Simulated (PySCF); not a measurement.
**C₅H₈F₃OP: density, localisation and related maps**

```xyz
18

O    -0.3195    2.4871    1.4670
P    -0.2574    1.5053    0.3461
C    -1.7558    0.5389   -0.0658
C    -1.2460   -0.8260   -0.5178
C    -0.1144   -1.2139    0.4389
C     0.8196   -0.0047    0.5984
C     1.9954   -0.0412   -0.3440
F     2.7691   -1.1087   -0.1280
F     2.7593    1.0448   -0.2109
F     1.6019   -0.0982   -1.6271
H     0.1866    2.0214   -0.9077
H    -2.3904    1.0575   -0.7985
H    -2.3202    0.4681    0.8797
H    -2.0472   -1.5802   -0.5251
H    -0.8558   -0.7636   -1.5464
H     0.4372   -2.1029    0.0988
H    -0.5379   -1.4630    1.4243
H     1.2332    0.0873    1.6139
```

Geometry: PBE0-D3(BJ)/def2-SVP.

Level of theory: PBE0/pcSseg-1, SCF density, gas phase, non-relativistic (PySCF).

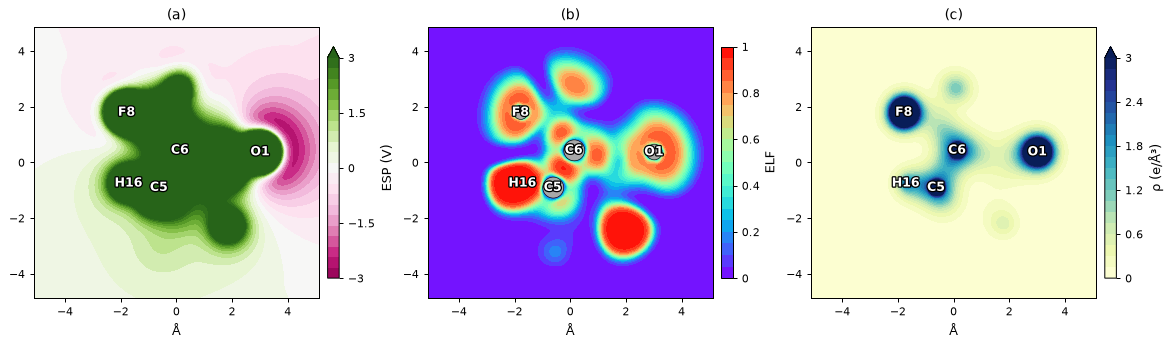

Figure 1. (a) electrostatic potential; (b) ELF; (c) electron density on the plane of atoms C6, C5 and H16. Grey discs cover the atomic cores in the ELF map.

### Interpret the plot.

- The section cuts through O, C, F and H sites.
- C–C (1.54 Å): ρ at the midpoint is about 1.6 e/Å³; the ELF peaks at about 0.95 between the atoms (localised, covalent bonding).
- C–H (1.10 Å): the density is about 2 e/Å³ at the midpoint; the ELF climbs to about 1 towards the hydrogen, as it does in any bond to H; an ordinary covalent bond to hydrogen.
- The ELF also peaks beside O1, F8 and F9, away from the bonds: lone-pair regions.
- Outside the dense part of the molecule the potential is most negative (−2.6 V) near O1.

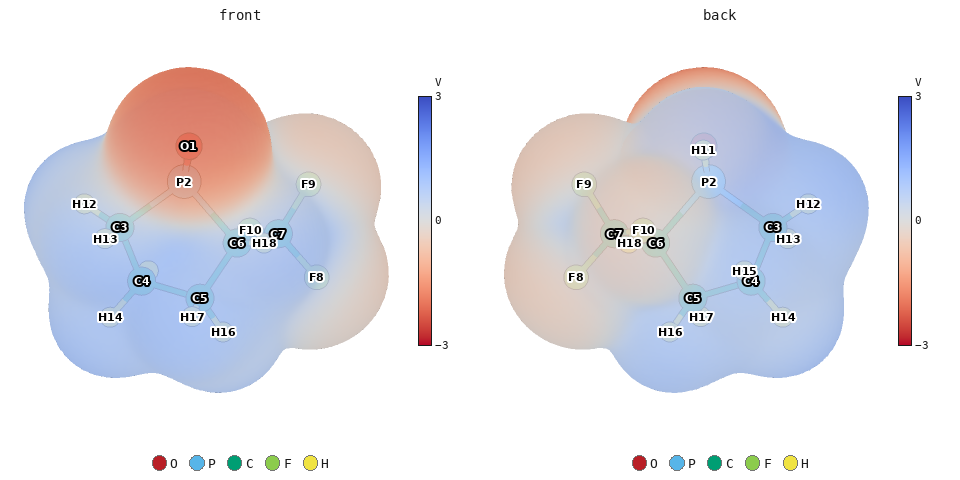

Figure 2. The electrostatic potential painted on the density surface at 0.001 e/bohr³, seen from the front and from behind; red is negative and blue positive.

### Describe the electrostatic potential map.

The most negative region (about −2.0 V) lies over O1, the most positive (about +1.0 V) over P2, C3 and H12. O1 is the likeliest acceptor of a hydrogen bond.

### How polar is the molecule by this calculation?

Its dipole moment is 4.13 D.
